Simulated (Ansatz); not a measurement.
# C₂H₇FSi₂: up Jacob's ladder to CCSD(T)

How much do the methods differ for C₂H₇FSi₂? The plan is to run it at one geometry with functionals of several rungs and with coupled cluster, and see how far each lands from CCSD(T) at the basis-set limit for the atomisation energy.

Computed with Ansatz 0.2.0, Gaussian basis. Level: functionals in def2-TZVPP, the program's frozen cores in correlated methods.

Plan: LDA (SPW92), PBE-D4, revPBE-D4, BLYP-D4, r2SCAN-D4, B97M-V, PBE0-D4, B3LYP-D4, r2SCANh-D4, r2SCAN0-D4, HSE06-D4, BHLYP-D4, CAM-B3LYP-D4, LC-ωPBE, ωB97X-V, ωB97M-V, B2PLYP, PBE-QIDH; CCSD(T)/def2-SVP; CCSD(T)/def2-TZVPP; MP2/def2-QZVPP; extrapolation to the limit; RPA on PBE.

## 1. The relaxed structure

All runs share one geometry, relaxed beforehand with PBE0-D4 in a triple-zeta def2 set.

12 atoms, charge 0, spin multiplicity 1.

Atoms are counted from 1 here; the program's logs count them from 0.

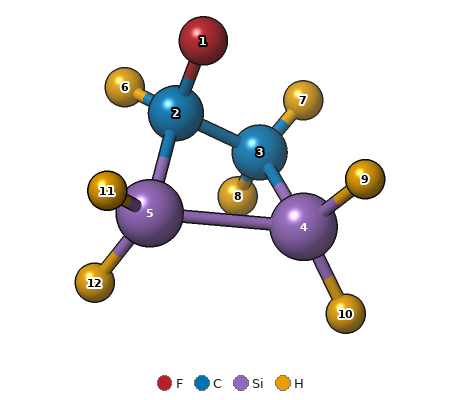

The geometry (fluorine red, carbon blue, silicon purple, hydrogen amber); atoms are numbered from 1 in the order of the file.

## 2. LDA

This LDA is Slater exchange with PW92 correlation.

File in.yaml:

```yaml
crystal:
  periodic: [false, false, false]
  atoms:
    - {symbol: F, position_ang: [-0.725864, 1.861183, 0.507929]}
    - {symbol: C, position_ang: [0.020831, 0.747984, 0.916951]}
    - {symbol: C, position_ang: [-0.822573, -0.511689, 0.677359]}
    - {symbol: Si, position_ang: [-0.475178, -0.763350, -1.184978]}
    - {symbol: Si, position_ang: [1.374113, 0.440383, -0.427061]}
    - {symbol: H, position_ang: [0.294386, 0.914374, 1.961885]}
    - {symbol: H, position_ang: [-1.853086, -0.401719, 1.023760]}
    - {symbol: H, position_ang: [-0.372019, -1.347223, 1.225166]}
    - {symbol: H, position_ang: [-1.411842, -0.027619, -2.072885]}
    - {symbol: H, position_ang: [-0.375897, -2.173350, -1.648963]}
    - {symbol: H, position_ang: [1.973777, 1.646789, -1.052867]}
    - {symbol: H, position_ang: [2.450254, -0.441062, 0.107604]}
basis:
  gaussian: {orbitals: def2-TZVPP}
hamiltonian: {xc: lda}
output: {orbitals: {seedname: orbitals}}
```

Started as:

```bash
$ ansatz run in.yaml --threads 4 --pin off --events-out ev --progress --plain --max-ram 10444MiB
```

The runs that follow: PBE-D4 (GGA); revPBE-D4 (GGA); BLYP-D4 (GGA); r2SCAN-D4 (meta-GGA); B97M-V (meta-GGA); PBE0-D4 (hybrid); B3LYP-D4 (hybrid); r2SCANh-D4 (hybrid); r2SCAN0-D4 (hybrid); HSE06-D4 (hybrid); BHLYP-D4 (hybrid); CAM-B3LYP-D4 (range-separated); LC-ωPBE (range-separated); ωB97X-V (range-separated); ωB97M-V (range-separated); B2PLYP (double hybrid); PBE-QIDH (double hybrid); CCSD(T) in def2-SVP; CCSD(T) in def2-TZVPP; MP2 in def2-QZVPP; RPA on PBE orbitals.

**Question.** What will the summary of the whole plan be? Wanted: atomisation energy, CCSD(T)/CBS; farthest beyond LDA; mean size of error, GGA; mean size of error, meta-GGA; mean size of error, hybrid; mean size of error, range-separated; mean size of error, double hybrid; gap, smallest and largest; T1 diagnostic.

As calculated:

```
                               quantity                                                                                       value
        atomisation energy, CCSD(T)/CBS                                                                              996.5 kcal/mol
functionals within 5.0 kcal/mol (0.5 %)  r2SCAN-D4, B97M-V, PBE0-D4, B3LYP-D4, r2SCANh-D4, HSE06-D4, CAM-B3LYP-D4, LC-ωPBE, ωB97M-V
                    farthest beyond LDA                                                                   BHLYP-D4 (-24.4 kcal/mol)
                mean size of error, GGA                                                                                9.7 kcal/mol
           mean size of error, meta-GGA                                                                                3.7 kcal/mol
             mean size of error, hybrid                                                                                6.7 kcal/mol
    mean size of error, range-separated                                                                                3.8 kcal/mol
      mean size of error, double hybrid                                                                               10.1 kcal/mol
              gap, smallest and largest                                                   5.41 eV (LDA (SPW92)), 12.18 eV (LC-ωPBE)
                          T1 diagnostic                                                                                      0.0125
triples share of the correlation energy                                                                                       3.7 %
```

What this shows: The LDA atomisation energy is off by 137.9 kcal/mol (14 %): it overbinds. PBE-D4 misses by +13.2 kcal/mol. Double hybrids carry the basis error of their MP2 part in triple zeta, and no dispersion term here, so their miss is partly the set-up's. The rungs meta-GGA, range-separated miss on average by less than the doubt on the reference (5.0 kcal/mol), so they tie. The reference freezes the cores and leaves out relativity and excitations past (T), so misses under about 5.0 kcal/mol can't be ranked. Hartree-Fock recovers 74 % of the binding; the rest is correlation. CCSD(T) in def2-SVP is off by -57.5 kcal/mol, worse than the median functional, from the basis alone. Orbital gaps span 5.4 to 12.2 eV; exact exchange widens them.
